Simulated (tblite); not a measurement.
Run report: C$_{2}$H$_{7}$Al$_{2}$Cl$_{2}$F, frequency calculation

- system: C$_{2}$H$_{7}$Al$_{2}$Cl$_{2}$F, SMILES [CH3][Al-]1([CH3])[Cl+][AlH-]([F])[Cl+]1
- method: GFN2-xTB harmonic vibrations, gas phase (tblite 0.8.0)

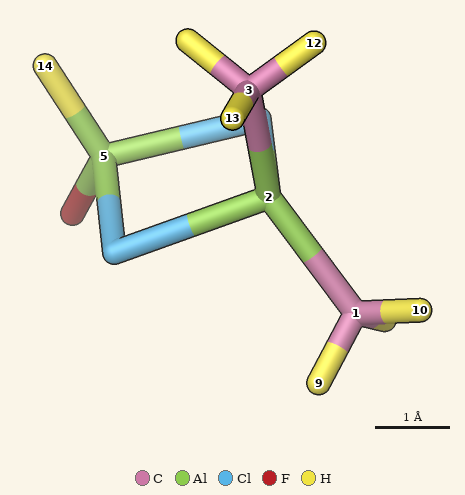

*The structure (stick view, seen at a tilt; atoms are numbered from 1 in the order of the input). Sticks mark near contacts.*

Bond lengths as drawn: Al–C 1.98 to 1.99 Å, Al–Cl 2.17 to 2.27 Å, Al–F 1.65 Å, Al–H 1.52 Å and C–H 1.09 to 1.10 Å.

### Input file
```
{"job": {"kind": "ir", "xc": "GFN2-xTB", "basis": "xTB"}, "charge": 0, "multiplicity": 1}
C     -2.073729     1.065169    -0.202626
Al    -0.537522    -0.181813    -0.055611
C     -0.183119    -2.133813     0.031833
Cl     1.029147     0.590415    -1.500597
Al     2.334087     1.072605     0.167299
F      2.865147     2.634579     0.181535
Cl     0.753096     0.670015     1.599152
H     -1.935643     1.874034    -0.929917
H     -2.315491     1.551885     0.749610
H     -2.980134     0.533532    -0.505349
H      0.885536    -2.367480     0.133422
H     -0.531748    -2.672276    -0.854882
H     -0.682009    -2.609587     0.882097
H      3.371704    -0.027737     0.281867
```

The first line tells a small driver script what to run in tblite; the rest is the geometry in Å.

Command:
```bash
OMP_NUM_THREADS=1 python <driver script> task.json out
```

### What the program printed
```
mode    cm-1     km/mol
  1     -64.2      0.09
  2      34.7      0.30
  3      79.9      0.02
  4     102.4      1.36
  5     109.1      3.32
  6     117.0      0.24
  7     140.4     11.26
  8     149.8      0.69
  9     159.7      4.43
 10     191.9      7.50
 11     218.2      8.13
 12     296.6     53.51
 13     347.2     38.26
 14     374.3     34.63
 15     526.4      0.26
 16     530.7      0.97
 17     539.5     18.31
 18     547.0     44.50
 19     618.6    367.27
 20     629.3    333.69
 21     630.2    158.94
 22     717.3    129.77
 23     782.5    176.64
 24    1326.4     40.55
 25    1329.7     16.87
 26    1443.9      0.20
 27    1446.0      0.46
 28    1456.1      0.26
 29    1457.3      0.84
 30    1929.6    158.95
 31    2897.8     38.90
 32    2916.7     16.93
 33    2924.2     25.18
 34    2937.5     31.80
 35    2950.8      3.27
 36    2956.1     19.17
```

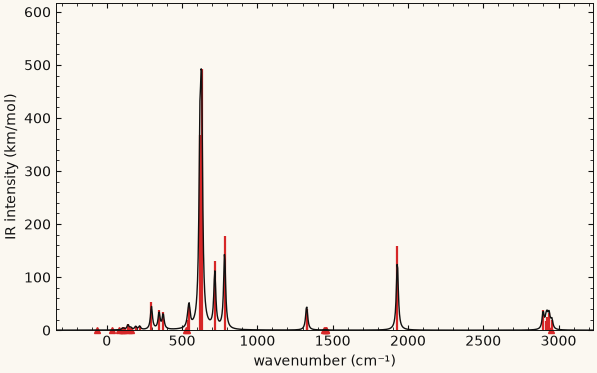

*Harmonic infrared spectrum, unscaled: sticks (degenerate modes added up, dark ones marked on the axis) with a Lorentzian envelope of 16 cm⁻¹ full width, scaled to the tallest stick; imaginary modes are drawn at negative wavenumbers.*

36 modes from 64i to 2956 cm⁻¹, 1 imaginary beyond 8i (64i cm⁻¹): not a clean minimum; so soft a mode can be a shallow saddle, an incomplete relaxation or noise of the force constants. The strongest line is at 630 cm⁻¹ (493 km/mol).

### Summary

```tsv
quantity	value
outcome	converged
total energy	−655.4452 eV
zero-point energy	51.2000 kcal/mol
hardware	1 CPU thread, shared host
wall time	0.58 s
peak memory	0.18 GiB
```
